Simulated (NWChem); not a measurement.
**C2H3Al (ethynylalumane) at B3LYP/6-31G(d) (spherical functions)**

What is the vertical singlet–triplet gap of C2H3Al (ethynylalumane) at B3LYP/6-31G* (spherical functions)? 

The calculation is run with NWChem 7.3.0.

3 further runs of the same task are left out: 3 that didn't finish.

### Step 1. The system as given

C2H3Al has 6 atoms, charge 0, and is taken as a singlet. As SMILES, `C#[C][AlH2]`. The coordinates come from a PBE0-D4/def2-TZVP relaxation.

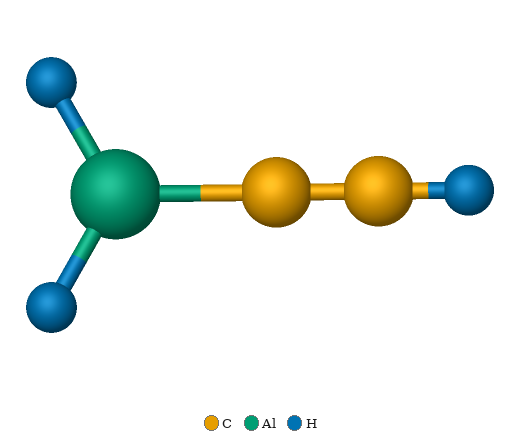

Viewed from a chosen angle; carbon amber, aluminium teal, hydrogen blue.

### Step 2. Energy and forces at B3LYP/6-31G(d) (spherical functions)

c2h3al.nw reads:

```
start c2h3al
title "C2H3Al"
memory total 2200 mb
geometry noautosym nocenter noautoz
 C     -0.792800    -1.637600    -0.298100
 C     -0.266100    -0.564200    -0.106200
 Al     0.564800     1.124200     0.195000
 H     -1.257000    -2.583100    -0.467400
 H      1.356700     1.804700    -0.990500
 H      0.436600     1.792000     1.621000
end
basis spherical bse
 * library 6-31G*
end
dft
 xc b3lyp
 grid xfine
 convergence energy 1e-08
 maxiter 100
 mulliken
end
task dft gradient
```

On the command line:

```
$ nwchem c2h3al.nw > c2h3al.out
```

The program printed:

```text
[...]
          Wavefunction type:  closed shell.
          No. of atoms     :     6
          No. of electrons :    28
[...]
          Charge           :     0
          Spin multiplicity:     1
[...]
          AO basis - number of functions:    52
[...]
              XC Information
              --------------
                         B3LYP Method XC Potential
                     Hartree-Fock (Exact) Exchange  0.200
                        Slater Exchange Functional  0.800 local
                    Becke 1988 Exchange Functional  0.720 non-local
              Lee-Yang-Parr Correlation Functional  0.810
                  VWN I RPA Correlation Functional  0.190 local
[...]
 d= 0,ls=0.0,diis     1   -320.3353052662 -3.90D+02  1.41D-02  2.43D-01     2.2
[...]
 d= 0,ls=0.0,diis    10   -320.3698479114 -3.32D-10  1.07D-07  1.28D-11    17.6
         Total DFT energy =     -320.369847911405
      One electron energy =     -578.733143495483
           Coulomb energy =      219.537808142485
    Exchange-Corr. energy =      -30.584979768857
 Nuclear repulsion energy =       69.410467210449
[...]
      Total Density - Mulliken Population Analysis
     ---------------------------------------------
    Atom       Charge   Shell Charges
 -----------   ------   -------------------------------------------------------
    1 C    6     6.20   2.00  0.70  1.97  0.59  0.92  0.02
    2 C    6     6.07   2.00  0.69  1.96  0.77  0.64  0.02
    3 Al  13    12.73   2.00  2.00  5.96  0.92  1.28  0.19  0.23  0.15
    4 H    1     0.80   0.51  0.29
    5 H    1     1.10   0.49  0.61
    6 H    1     1.10   0.49  0.61
[...]
  wavefunction    = closed shell
                         DFT ENERGY GRADIENTS
    atom               coordinates                        gradient
                 x          y          z           x          y          z
   1 C      -1.498175  -3.094615  -0.563327    0.007193   0.014626   0.002624
   2 C      -0.502856  -1.066183  -0.200689   -0.007378  -0.014982  -0.002675
   3 Al      1.067317   2.124430   0.368497    0.000305   0.000588   0.000082
   4 H      -2.375386  -4.881351  -0.883258    0.000545   0.001109   0.000189
   5 H       2.563791   3.410388  -1.871774   -0.000667  -0.000681   0.000831
   6 H       0.825054   3.386389   3.063246    0.000002  -0.000660  -0.001051
[...]
```

It took 22 s on 1 thread of Intel Xeon Platinum 8259CL at 2.50GHz (Skylake/Cascade Lake), shared host; peak memory 0.13 GiB.

### Step 3. The triplet: the energy at UB3LYP/6-31G(d) (spherical functions)

run.xyz reads:

```xyz
6

C     -0.792800    -1.637600    -0.298100
C     -0.266100    -0.564200    -0.106200
Al     0.564800     1.124200     0.195000
H     -1.257000    -2.583100    -0.467400
H      1.356700     1.804700    -0.990500
H      0.436600     1.792000     1.621000
```

run.nw reads:

```
start run
memory 2200 mb

geometry units angstroms noautosym nocenter noautoz
 load run.xyz
end

basis "ao basis" spherical bse
 * library 6-31G*
end

dft
 xc b3lyp
 mult 3
 grid xfine
 convergence energy 1e-08
 maxiter 100
 mulliken
 print medium
end

task dft energy
```

On the command line:

```
$ nwchem run.nw > run.out
```

The program printed:

```text
[...]
          Wavefunction type:  spin polarized.
          No. of atoms     :     6
          No. of electrons :    28
[...]
          Charge           :     0
          Spin multiplicity:     3
[...]
          AO basis - number of functions:    52
[...]
              XC Information
              --------------
                         B3LYP Method XC Potential
                     Hartree-Fock (Exact) Exchange  0.200
                        Slater Exchange Functional  0.800 local
                    Becke 1988 Exchange Functional  0.720 non-local
              Lee-Yang-Parr Correlation Functional  0.810
                  VWN I RPA Correlation Functional  0.190 local
[...]
 d= 0,ls=0.0,diis     1   -320.1706492899 -3.90D+02  7.36D-03  6.16D-02     3.0
[...]
 d= 0,ls=0.0,diis    14   -320.2079689551 -4.53D-09  3.69D-07  2.21D-11    37.8
[...]
         Total DFT energy =     -320.207968955116
      One electron energy =     -578.213635340131
           Coulomb energy =      219.101862890285
    Exchange-Corr. energy =      -30.506663715719
 Nuclear repulsion energy =       69.410467210449
[...]
      Total Density - Mulliken Population Analysis
     ---------------------------------------------
    Atom       Charge   Shell Charges
 -----------   ------   -------------------------------------------------------
    1 C    6     6.12   2.00  0.72  1.97  0.58  0.84  0.02
    2 C    6     5.95   2.00  0.72  1.87  0.82  0.51  0.03
    3 Al  13    13.13   2.00  2.00  5.96  0.84  1.50  0.18  0.53  0.12
    4 H    1     0.77   0.51  0.27
    5 H    1     1.01   0.47  0.55
    6 H    1     1.01   0.47  0.55
[...]
      <S2> =      2.0103 (Exact =     2.0000)
[...]
```

Wall time 38 s (1 thread of Intel Xeon Platinum 8259CL at 2.50GHz (Skylake/Cascade Lake), shared host); peak memory 0.13 GiB.

### Step 4. What came out

At B3LYP/6-31G* (spherical functions):

```
                                        quantity          value
                           singlet: total energy  -320.36985 Eh
                          singlet: dipole moment         0.73 D
                            singlet: HOMO energy       -7.52 eV
                            singlet: LUMO energy       -1.93 eV
                          singlet: HOMO–LUMO gap        5.59 eV
               singlet: largest force on an atom     0.870 eV/Å
                           triplet: total energy  -320.20797 Eh
                          triplet: dipole moment         2.78 D
     triplet: HOMO energy (highest over α and β)       -3.48 eV
                                   triplet: ⟨S²⟩          2.010
vertical energy of the triplet above the singlet       4.405 eV
```

What this shows: At this shape the triplet lies 4.40 eV (102 kcal/mol) above the singlet. The largest force (singlet) is 0.87 eV/Å: the shape isn't a stationary point for this species at this level. Mulliken charges (triplet) run from -0.13 on Al3 to +0.23 on H4.
